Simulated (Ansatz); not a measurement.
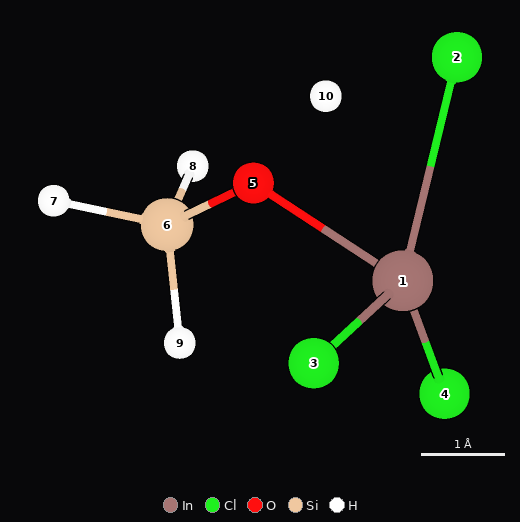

The structure as given in the input (ball-and-stick view, seen at a tilt; atoms are numbered from 1 in the order of the input). Sticks mark near contacts. Bond lengths as drawn: Cl–In 2.44 to 2.79 Å, H–Si 1.46 Å, In–O 2.29 Å and O–Si 1.68 Å.

# Run report: InSiH4Cl3O, geometry relaxation

The run: geometry relaxation of InSiH4Cl3O. Method and program: RKS PBE-D4/def2-SVP (Ansatz 0.2.0).

The input holds or restrains some coordinates. It belongs to a series of runs on one base structure; here: pulled along the bonds that form and break, towards end B. Figures and captions count atoms from 1; the log counts them from 0 in places.

**Input file**
```yaml
crystal:
  periodic: [false, false, false]
  atoms:
    - { symbol: In, position_ang: [0.0, 0.0, 0.0] }
    - { symbol: Cl, position_ang: [0.0, 0.0, 2.79] }
    - { symbol: Cl, position_ang: [2.113, 0.0, -1.22] }
    - { symbol: Cl, position_ang: [-2.113, 0.0, -1.22] }
    - { symbol: O, position_ang: [0.0957, -2.1711, 0.7221] }
    - { symbol: Si, position_ang: [-0.6743, -3.4677, -0.0184] }
    - { symbol: H, position_ang: [0.2305, -4.6128, -0.0598] }
    - { symbol: H, position_ang: [-1.8711, -3.8212, 0.7395] }
    - { symbol: H, position_ang: [-1.0524, -3.0975, -1.3791] }
    - { symbol: H, position_ang: [0.0673, -1.5267, 1.9541] }
basis:
  gaussian: { orbitals: def2-SVP }
hamiltonian:
  xc: pbe
  dispersion: d4
relax:
  f_tol: 0.15
  max_steps: 25
  restrain:
    - { distance: [0, 4], at: 1.99, k: 30.0 }
    - { distance: [9, 1], at: 1.37, k: 30.0 }
    - { distance: [0, 1], at: 3.64, k: 30.0 }
    - { distance: [9, 4], at: 2.21, k: 30.0 }
output:
  orbitals: {}
```

Hardware: 4 threads of AMD EPYC (Zen 5), 32 GiB of memory available, shared host.

Launched with:
```bash
ansatz run input.yaml --threads 4 --pin off --max-ram 5120MiB --backend cpu --events-out ev --progress --plain --runs-dir out
```

**What the program printed**
```
The last accepted step is kept in [file] (removed where the run ends without a failure and the disk answers)
Engine: ansatz 0.2.0, x86_64-unknown-linux-gnu
Functional definition: PBE
  parameter kappa = 0.804
  parameter beta = 0.06672455060314922
  exchange = pbe_x(kappa = kappa, mu = beta*pi^2/3)
  correlation = pbe_c(beta = beta)
1472 factors; their error is unknown
mean field evaluation 1: about -52690.5701 eV, gradient 5.8e1 eV
mean field evaluation 2: about -52577.9951 eV, gradient 1.9e2 eV
mean field evaluation 4: about -52696.6096 eV, gradient 1.9e1 eV
mean field evaluation 8: about -52697.7307 eV, gradient 2.0e-1 eV
mean field evaluation 16: about -52697.6575 eV, gradient 1.2e-3 eV
mean field -52697.65754157 eV, -1936.6031948976 hartree, gradient 2.1e-5 eV, S^2 0.000000; 0 other end points of the search recorded, 0 dependent functions left out
the calculation of the forces begins
reference -52697.65759251 eV, -1936.6031967696 hartree; 49, 49 occupied and 83, 83 virtual orbitals, 1472 factors
relax step   1: F+E_penalty+E_count = -52697.98516406 eV  Δ(F+E_penalty+E_count) = +0.000e0 eV  max|allowed force component| = 2.749e0 eV/Å  E_restraint = 24.33224132 eV  max|allowed force component, restraints' pulls added| = 2.561e1 eV/Å  Δτ_max = 0.0000 Å  (29 SCF iters, accepted)
  distance In 0 - O 4 = 2.2900 Å
  distance H 9 - Cl 1 = 1.7419 Å
  distance In 0 - Cl 1 = 2.7900 Å
  distance H 9 - O 4 = 1.3906 Å
these checks for a lower state are left out or cut short: starts, cluster_reference, orbital_swaps, neighbouring_geometries, increment
1472 factors; their error is unknown
mean field -52697.37218843 eV, -1936.5927083631 hartree, gradient 1.1e-5 eV, S^2 0.000000; 0 other end points of the search recorded, 0 dependent functions left out
the calculation of the forces begins
reference -52697.37223952 eV, -1936.5927102405 hartree; 49, 49 occupied and 83, 83 virtual orbitals, 1472 factors
relax step   2: F+E_penalty+E_count = -52697.69548745 eV  Δ(F+E_penalty+E_count) = +2.897e-1 eV  max|allowed force component| = 2.036e0 eV/Å  E_restraint = 9.42934765 eV  max|allowed force component, restraints' pulls added| = 1.770e1 eV/Å  Δτ_max = 0.1985 Å  (36 SCF iters, accepted)
  distance In 0 - O 4 = 2.1872 Å
  distance H 9 - Cl 1 = 1.5733 Å
  distance In 0 - Cl 1 = 3.1242 Å
  distance H 9 - O 4 = 1.6787 Å
these checks for a lower state are left out or cut short: starts, cluster_reference, orbital_swaps, neighbouring_geometries, increment
1472 factors; their error is unknown
mean field evaluation 32: about -52697.4139 eV, gradient 8.9e-2 eV
mean field -52697.41393754 eV, -1936.5942426144 hartree, gradient 1.9e-5 eV, S^2 0.000000; 0 other end points of the search recorded, 0 dependent functions left out
the calculation of the forces begins
reference -52697.41398902 eV, -1936.5942445063 hartree; 49, 49 occupied and 83, 83 virtual orbitals, 1472 factors
relax step   3: F+E_penalty+E_count = -52697.73326093 eV  Δ(F+E_penalty+E_count) = -3.777e-2 eV  max|allowed force component| = 1.492e0 eV/Å  E_restraint = 2.20808665 eV  max|allowed force component, restraints' pulls added| = 7.623e0 eV/Å  Δτ_max = 0.1948 Å  (34 SCF iters, accepted)
  distance In 0 - O 4 = 2.0888 Å
  distance H 9 - Cl 1 = 1.4166 Å
  distance In 0 - Cl 1 = 3.3544 Å
  distance H 9 - O 4 = 1.9783 Å
these checks for a lower state are left out or cut short: starts, cluster_reference, orbital_swaps, neighbouring_geometries, increment
1472 factors; their error is unknown
mean field -52697.61202197 eV, -1936.6015220829 hartree, gradient 1.4e-5 eV, S^2 0.000000; 0 other end points of the search recorded, 0 dependent functions left out
the calculation of the forces begins
reference -52697.61207370 eV, -1936.6015239840 hartree; 49, 49 occupied and 83, 83 virtual orbitals, 1472 factors
relax step   4: F+E_penalty+E_count = -52697.92093168 eV  Δ(F+E_penalty+E_count) = -1.877e-1 eV  max|allowed force component| = 1.246e0 eV/Å  E_restraint = 0.04621768 eV  max|allowed force component, restraints' pulls added| = 1.081e0 eV/Å  Δτ_max = 0.1962 Å  (34 SCF iters, accepted)
  distance In 0 - O 4 = 2.0026 Å
  distance H 9 - Cl 1 = 1.3305 Å
  distance In 0 - Cl 1 = 3.6045 Å
  distance H 9 - O 4 = 2.1996 Å
these checks for a lower state are left out or cut short: starts, cluster_reference, orbital_swaps, neighbouring_geometries, increment
1472 factors; their error is unknown
mean field -52697.79369906 eV, -1936.6081985929 hartree, gradient 1.4e-5 eV, S^2 0.000000; 0 other end points of the search recorded, 0 dependent functions left out
the calculation of the forces begins
reference -52697.79375093 eV, -1936.6082004993 hartree; 49, 49 occupied and 83, 83 virtual orbitals, 1472 factors
relax step   5: F+E_penalty+E_count = -52698.09454125 eV  Δ(F+E_penalty+E_count) = -1.736e-1 eV  max|allowed force component| = 9.441e-1 eV/Å  E_restraint = 0.01346161 eV  max|allowed force component, restraints' pulls added| = 6.409e-1 eV/Å  Δτ_max = 0.1949 Å  (34 SCF iters, accepted)
  distance In 0 - O 4 = 2.0123 Å
  distance H 9 - Cl 1 = 1.3506 Å
  distance In 0 - Cl 1 = 3.6379 Å
  distance H 9 - O 4 = 2.2055 Å
these checks for a lower state are left out or cut short: starts, cluster_reference, orbital_swaps, neighbouring_geometries, increment
1472 factors; their error is unknown
mean field -52697.86213930 eV, -1936.6107137253 hartree, gradient 1.8e-5 eV, S^2 0.000000; 0 other end points of the search recorded, 0 dependent functions left out
the calculation of the forces begins
reference -52697.86219160 eV, -1936.6107156474 hartree; 49, 49 occupied and 83, 83 virtual orbitals, 1472 factors
relax step   6: F+E_penalty+E_count = -52698.15939654 eV  Δ(F+E_penalty+E_count) = -6.486e-2 eV  max|allowed force component| = 8.280e-1 eV/Å  E_restraint = 0.01513024 eV  max|allowed force component, restraints' pulls added| = 2.840e-1 eV/Å  Δτ_max = 0.1943 Å  (29 SCF iters, accepted)
  distance In 0 - O 4 = 2.0055 Å
  distance H 9 - Cl 1 = 1.3428 Å
  distance In 0 - Cl 1 = 3.6349 Å
  distance H 9 - O 4 = 2.2085 Å
these checks for a lower state are left out or cut short: starts, cluster_reference, orbital_swaps, neighbouring_geometries, increment
1472 factors; their error is unknown
mean field evaluation 64: about -52697.8709 eV, gradient 2.5e-4 eV
mean field -52697.87088995 eV, -1936.6110353059 hartree, gradient 1.1e-5 eV, S^2 0.000000; 0 other end points of the search recorded, 0 dependent functions left out
the calculation of the forces begins
reference -52697.87094244 eV, -1936.6110372349 hartree; 49, 49 occupied and 83, 83 virtual orbitals, 1472 factors
relax step   7: F+E_penalty+E_count = -52698.16726090 eV  Δ(F+E_penalty+E_count) = -7.864e-3 eV  max|allowed force component| = 8.135e-1 eV/Å  E_restraint = 0.01526714 eV  max|allowed force component, restraints' pulls added| = 1.336e-1 eV/Å  Δτ_max = 0.0855 Å  (29 SCF iters, accepted)
```

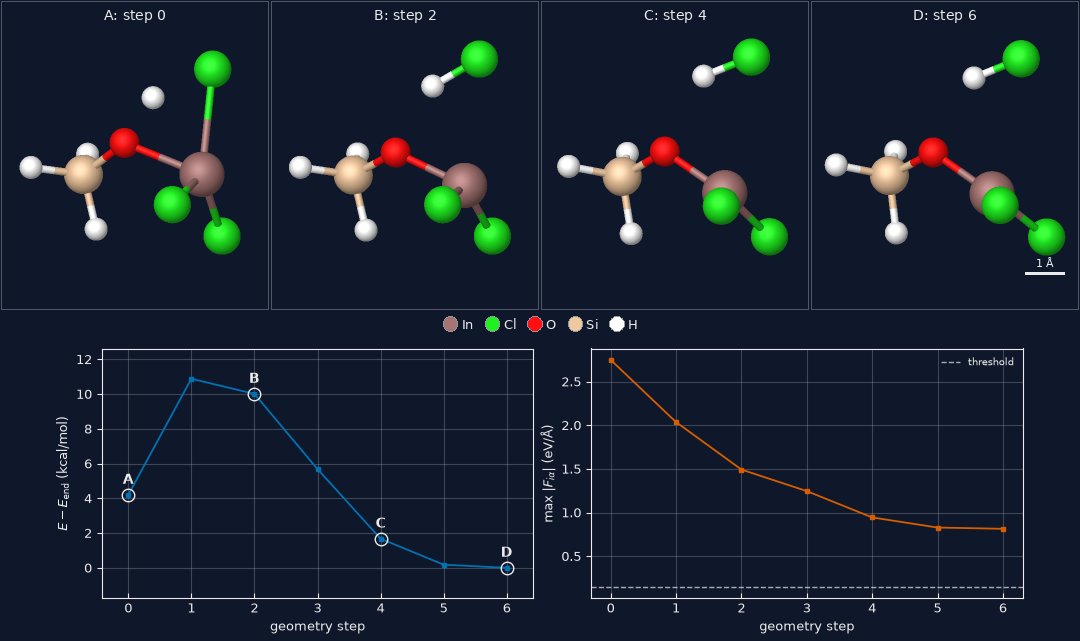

Frames of the restrained relaxation (ball-and-stick view, seen at a tilt) above the curves, on which the letters mark them (the first geometry is step 0 here and step 1 in the log).

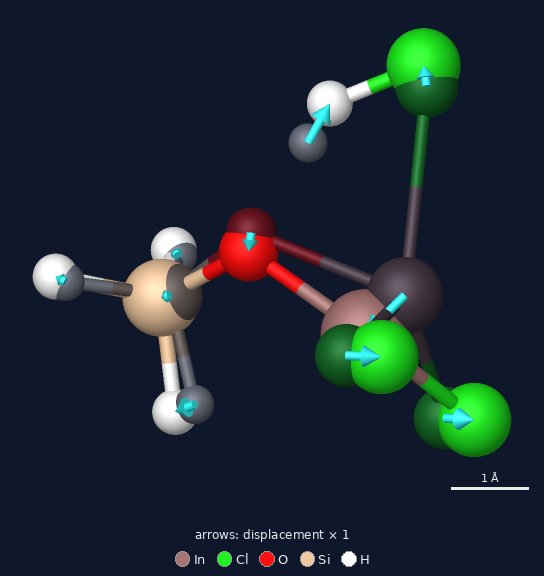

Start (faint) and end (solid) with the displacements as teal arrows, at true length (ball-and-stick view, seen at a tilt). The two geometries are laid on each other by the best rigid fit. The atom that moves furthest after the best rigid fit is In1 (0.72 Å). By element the largest moves are In 0.72 Å, H 0.59 Å, Cl 0.48 Å, O 0.25 Å, Si 0.13 Å. Among the contacts that change: In1–Cl2 2.790 → 3.633 Å, Cl2–H10 1.742 → 1.342 Å, In1–O5 2.290 → 2.004 Å, In1–Cl3 2.440 → 2.341 Å. New bonds form: Cl2–H10 (1.74 → 1.34 Å). Bonds break: In1–Cl2 (2.79 → 3.63 Å). Among the angles that change: Cl3–In1–O5 97.0° → 119.4°, Cl4–In1–O5 101.2° → 119.4°. The energy falls by 4.20 kcal/mol in 6 geometry steps. The largest force component goes from 2.7 to 0.81 eV/Å. (Atoms are counted from 1 in the order of the input.)

```
  distance In 0 - O 4 = 2.0035 Å
  distance H 9 - Cl 1 = 1.3423 Å
  distance In 0 - Cl 1 = 3.6327 Å
  distance H 9 - O 4 = 2.2064 Å
1472 factors; their error is unknown
mean field -52697.87088995 eV, -1936.6110353059 hartree, gradient 1.1e-5 eV, S^2 0.000000; 1 other end points of the search recorded, 0 dependent functions left out
the calculation of the forces begins
reference -52697.87094244 eV, -1936.6110372349 hartree; 49, 49 occupied and 83, 83 virtual orbitals, 1472 factors
Total energy: -52698.16731339 eV, -1936.6219286664 hartree
Atom 0 at     0.062048    -0.465843    -0.546876 Å, force     0.018228     0.458793     0.054098 eV/Å
Atom 1 at     0.015477    -0.070421     3.063915 Å, force     0.056368    -0.813539    -0.674084 eV/Å
Atom 2 at     2.096820     0.481052    -1.211638 Å, force    -0.010678    -0.014305     0.041867 eV/Å
Atom 3 at    -1.978730     0.450507    -1.249187 Å, force     0.009129    -0.018335     0.019990 eV/Å
Atom 4 at     0.066847    -2.188451     0.476230 Å, force     0.025832    -0.174736     0.381816 eV/Å
Atom 5 at    -0.713045    -3.588618    -0.047901 Å, force    -0.066429    -0.133576    -0.001190 eV/Å
Atom 6 at     0.251790    -4.741794    -0.006838 Å, force    -0.019073     0.011327     0.027247 eV/Å
Atom 7 at    -1.911703    -3.897072     0.812906 Å, force     0.064069     0.016125    -0.008951 eV/Å
Atom 8 at    -1.179168    -3.395956    -1.469250 Å, force    -0.029261    -0.027994    -0.039568 eV/Å
Atom 9 at     0.085364    -1.280405     2.487039 Å, force    -0.048184     0.696241     0.198775 eV/Å
Dipole moment:    -0.038719    -0.344666    -0.031370 e Å
```

**Trajectory as extended XYZ (Å, eV, eV/Å), 7 frames, from step=1 to step=7**
```
10
Properties=species:S:1:pos:R:3:forces:R:3 step=1 energy=-52697.98516
In    0.0000    0.0000    0.0000    0.1751  -1.3371  -0.0313
Cl    0.0000    0.0000    2.7900    0.0601  -0.8486  -1.7309
Cl    2.1130    0.0000   -1.2200   -0.8145   0.3193   0.5681
Cl   -2.1130    0.0000   -1.2200    0.7680   0.2471   0.5945
O     0.0957   -2.1711    0.7221    0.3199   2.7489   2.0699
Si   -0.6743   -3.4677   -0.0184   -0.0283   0.0516   0.3697
H     0.2305   -4.6128   -0.0598    0.5259  -0.6126   0.0006
H    -1.8711   -3.8212    0.7395   -0.7103  -0.2425   0.4071
H    -1.0524   -3.0975   -1.3791   -0.1406   0.2738  -0.7232
H     0.0673   -1.5267    1.9541   -0.1552  -0.5998  -1.5246
10
Properties=species:S:1:pos:R:3:forces:R:3 step=2 energy=-52697.69549
In    0.0048   -0.0880   -0.1775    0.0533  -1.6157   0.5253
Cl    0.0034   -0.0708    2.9466    0.0863  -1.7299  -2.0363
Cl    2.1098    0.0037   -1.2185   -0.0367   0.4091   0.1181
Cl   -2.1097    0.0026   -1.2177    0.0756   0.3424   0.1684
O     0.1026   -2.1313    0.5963    0.2178   1.8870   1.4655
Si   -0.6788   -3.4742   -0.0241    0.0985   0.4017  -0.0065
H     0.2366   -4.6194   -0.0598    0.4340  -0.5452   0.0432
H    -1.8787   -3.8229    0.7448   -0.5727  -0.1876   0.3932
H    -1.0552   -3.0968   -1.3882   -0.2901  -0.0210  -0.7714
H     0.0609   -1.3999    2.1066   -0.0661   1.0593   0.1005
10
Properties=species:S:1:pos:R:3:forces:R:3 step=3 energy=-52697.73326
In    0.0073   -0.1670   -0.3022   -0.0248  -1.3690   0.4460
Cl    0.0053   -0.1177    3.0518    0.0530  -1.3698  -1.4924
Cl    2.1174    0.0118   -1.2212    0.4547   0.5070  -0.1097
Cl   -2.1160    0.0097   -1.2193   -0.3631   0.4239  -0.0490
O     0.1138   -2.1057    0.4681    0.3280   1.1247   1.4250
Si   -0.6819   -3.4753   -0.0331    0.0527   0.3654  -0.3886
H     0.2418   -4.6266   -0.0585    0.3155  -0.4095   0.0864
H    -1.8851   -3.8243    0.7508   -0.3811  -0.0909   0.3562
H    -1.0623   -3.1013   -1.4021   -0.4320  -0.2785  -0.7824
H     0.0555   -1.3007    2.2742   -0.0030   1.0968   0.5086
10
Properties=species:S:1:pos:R:3:forces:R:3 step=4 energy=-52697.92093
In    0.0145   -0.2963   -0.4495    0.0128  -0.1018  -0.1839
Cl    0.0036   -0.1276    3.1510    0.0069  -0.4214  -0.6279
Cl    2.1749    0.0801   -1.2445    0.0518   0.3958  -0.0126
Cl   -2.1616    0.0643   -1.2351    0.0125   0.2987   0.0386
O     0.1316   -2.0929    0.4274    0.2500   0.0739   1.2456
Si   -0.6805   -3.4564   -0.0638   -0.1537  -0.3459  -0.2881
H     0.2460   -4.6335   -0.0443    0.0970  -0.0662   0.0028
H    -1.8806   -3.8184    0.7632   -0.0647   0.1046   0.1061
H    -1.1068   -3.1502   -1.4601   -0.2420  -0.2438  -0.3400
H     0.0546   -1.2660    2.4642    0.0293   0.3061   0.0596
10
Properties=species:S:1:pos:R:3:forces:R:3 step=5 energy=-52698.09454
In    0.0507   -0.4006   -0.5117    0.0800   0.2223  -0.0860
Cl   -0.0163   -0.0743    3.1110    0.1107  -0.9441  -0.7582
Cl    2.1824    0.2743   -1.2599   -0.2942   0.0851   0.1102
Cl   -2.1120    0.2065   -1.2284    0.2380   0.0937   0.0660
O     0.0915   -2.1420    0.4960    0.1691   0.1136   0.5713
Si   -0.6967   -3.5055   -0.0696   -0.1932  -0.3564  -0.0577
H     0.2486   -4.6731   -0.0387    0.0144  -0.0169  -0.0226
H    -1.9034   -3.8420    0.7652    0.0015   0.0280   0.0157
H    -1.1496   -3.2528   -1.4849   -0.0277  -0.0748  -0.0707
H     0.1006   -1.2876    2.5293   -0.0987   0.8496   0.2320
10
Properties=species:S:1:pos:R:3:forces:R:3 step=6 energy=-52698.15940
In    0.0677   -0.4735   -0.5388    0.0160   0.5177  -0.0030
Cl    0.0133   -0.0507    3.0710    0.0630  -0.8280  -0.6808
Cl    2.1174    0.4497   -1.2186   -0.1286  -0.0361   0.0684
Cl   -2.0146    0.3745   -1.2333    0.1301  -0.0316   0.0441
O     0.0821   -2.1914    0.4960    0.0518  -0.0962   0.4098
Si   -0.7123   -3.5705   -0.0525   -0.0875  -0.2258  -0.0970
H     0.2380   -4.7352   -0.0292   -0.0070  -0.0009   0.0299
H    -1.9185   -3.8867    0.7905    0.0320   0.0234   0.0197
H    -1.1674   -3.3495   -1.4769   -0.0170  -0.0250   0.0059
H     0.0899   -1.2637    2.5002   -0.0528   0.7025   0.2029
10
Properties=species:S:1:pos:R:3:forces:R:3 step=7 energy=-52698.16726
In    0.0620   -0.4658   -0.5469    0.0182   0.4588   0.0541
Cl    0.0155   -0.0704    3.0639    0.0564  -0.8135  -0.6741
Cl    2.0968    0.4811   -1.2116   -0.0107  -0.0143   0.0419
Cl   -1.9787    0.4505   -1.2492    0.0091  -0.0183   0.0200
O     0.0668   -2.1885    0.4762    0.0258  -0.1747   0.3818
Si   -0.7130   -3.5886   -0.0479   -0.0664  -0.1336  -0.0012
H     0.2518   -4.7418   -0.0068   -0.0191   0.0113   0.0272
H    -1.9117   -3.8971    0.8129    0.0641   0.0161  -0.0090
H    -1.1792   -3.3960   -1.4692   -0.0293  -0.0280  -0.0396
H     0.0854   -1.2804    2.4870   -0.0482   0.6962   0.1988
```

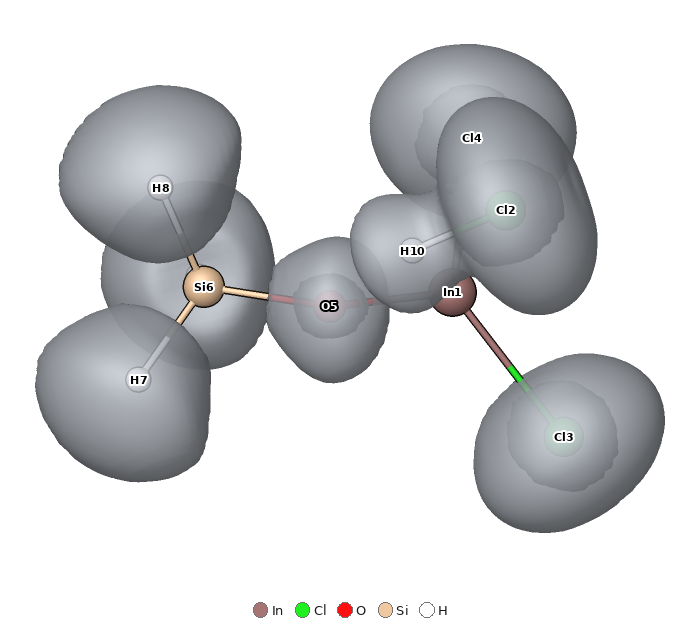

Isosurface of the ELF at 0.75 (grey), seen from the side. Core shells and regions of very low density are left out. Along the contacts the grid gives the following. Si–O (1.69 Å): the ELF peaks at about 0.85 between the atoms (a shared but strongly polarised pair).

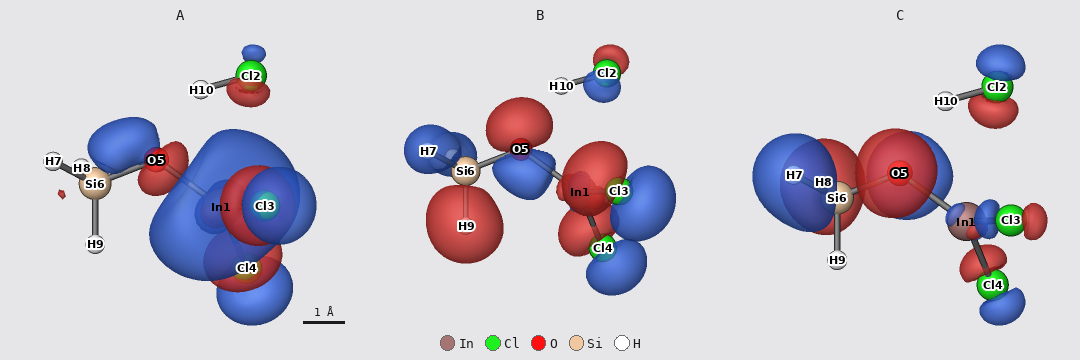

Three frontier orbitals at ±0.08 Å⁻³ᐟ² (red and blue are the two phases). B is the HOMO−1 (−7.72 eV). It lies mainly on Cl3 (25 %), O5 (25 %), H9 (10 %), Cl4 (10 %) and Si6 (10 %). C is the HOMO (−7.41 eV). It lies mainly on O5 (50 %), Si6 (15 %), H8 (10 %) and H7 (10 %). A is the LUMO (−3.86 eV). Its weight (Hirshfeld) is mainly on In1 (45 %), Cl4 (20 %), Cl3 (20 %) and O5 (10 %). The HOMO–LUMO gap is 3.55 eV between the orbital energies.

**Results in brief**

| quantity | value |
| --- | --- |
| outcome | converged under the restraints of the input |
| total energy | −52698.1673 eV |
| mean-field energy | −52697.8709 eV |
| largest force (length of the vector) at the end, held atoms and coordinates included | 1.058 eV/Å |
| wall time | 5.3 s (CPU time 19 s) |
| peak memory | 0.23 GiB |
